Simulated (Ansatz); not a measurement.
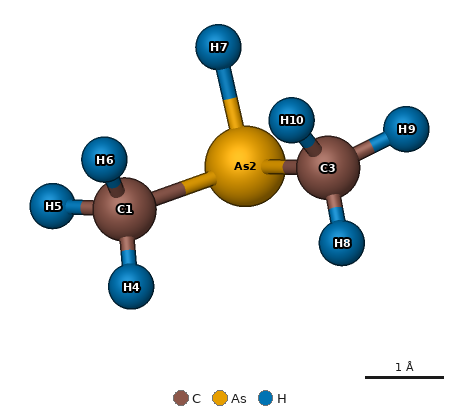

This is the input geometry for a relaxation of C$_{2}$H$_{7}$As (coarse preliminary run). A ball-and-stick model, seen from a free direction.

The start comes from a force field.

Computed with RKS PBE-D4/def2-SVP (Ansatz 0.2.0).

Input file:
```yaml
crystal:
  periodic: [false, false, false]
  atoms:
    - {symbol: C, position_ang: [-0.959900, 0.670700, -0.750800]}
    - {symbol: As, position_ang: [0.494800, -0.537300, -0.996000]}
    - {symbol: C, position_ang: [0.631300, -0.875500, 0.925600]}
    - {symbol: H, position_ang: [-1.832200, 0.166200, -0.433600]}
    - {symbol: H, position_ang: [-1.222000, 1.205000, -1.748500]}
    - {symbol: H, position_ang: [-0.752200, 1.503300, -0.009000]}
    - {symbol: H, position_ang: [1.585300, 0.617200, -0.957000]}
    - {symbol: H, position_ang: [-0.177700, -1.437000, 1.283400]}
    - {symbol: H, position_ang: [1.590000, -1.447100, 1.171200]}
    - {symbol: H, position_ang: [0.725800, 0.083400, 1.517600]}
basis:
  gaussian: {orbitals: def2-SVP}
hamiltonian: {xc: pbe, dispersion: d4}
relax: {f_tol: 0.03, max_steps: 200}
```

> Predict the outcome.

Over 4 accepted moves (5 points after the start) the energy falls by 7.63 kcal/mol. The largest force component goes from 3.3 to 0.0054 eV/Å. The line search rejected the trial step at point 2 of the run. H4 moves most after the best rigid fit: 0.15 Å. Largest moves by element: H 0.15 Å, C 0.11 Å, As 0.05 Å. Some distances before and after: C1–As2 1.907 → 1.991 Å, C3–H8 1.048 → 1.108 Å, C1–H5 1.162 → 1.108 Å, C1–H4 1.056 → 1.108 Å. Among the angles between lasting bonds that change: H9–C3–H10 104.0° → 109.3°, C1–As2–C3 92.1° → 97.1°, H5–C1–H6 105.4° → 109.3°.

History of the run:

```tsv
step	E − E(0), kcal/mol	largest force component, eV/Å	note
0	0.00	3.3450	
1	-6.33	1.1430	
2	-5.06	0.7199	rejected
3	-7.57	0.1295	
4	-7.62	0.0603	
5	-7.63	0.0054
```

The structure at the end:

```xyz
10

C    -1.0170    0.7607   -0.7930
As    0.4842   -0.5374   -0.9504
C     0.7132   -0.8873    0.9960
H    -1.9373    0.2035   -0.5290
H    -1.1793    1.2516   -1.7725
H    -0.8261    1.5327   -0.0230
H     1.5840    0.5465   -1.0156
H    -0.1248   -1.5250    1.3397
H     1.6582   -1.4417    1.1586
H     0.7281    0.0454    1.5920
```

The end point in the same view:

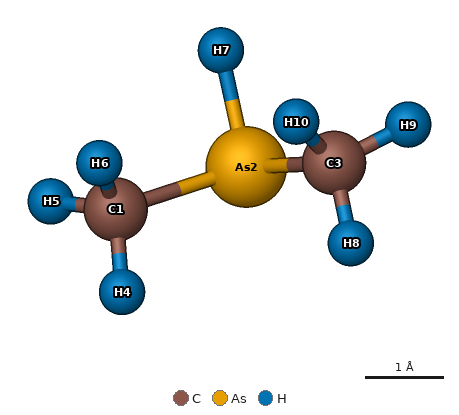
